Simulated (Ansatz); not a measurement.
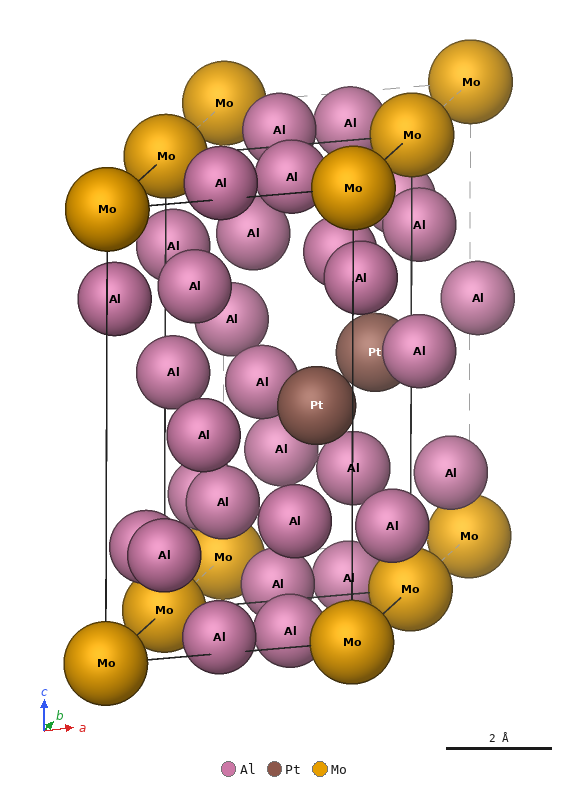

The figure gives a spheres-only picture of the atoms, viewed slightly off an axis. 1×2×1 cells are drawn; the solid outline is the cell (the run's own, in a reduced setting). A few atoms beyond the faces are included. Cell: a = 4.897 Å, b = 4.915 Å, c = 8.852 Å, α = 89.17°, β = 88.18°, γ = 60.64°.

- The structure is one of Al10MoPt.
- The atoms as placed leave only P1.
- Atoms per cell: 12 (10 Al, 1 Mo, 1 Pt).

Note that this is a known structure type with a point defect put in, with the atoms shaken, and that it hasn't been relaxed. It went into a calculation with Ansatz.

At this level of theory the cell isn't at rest (compressed, at 16 GPa and forces up to 8.9 eV/Å), so its distances can differ from those at equilibrium, the more so the softer the solid.
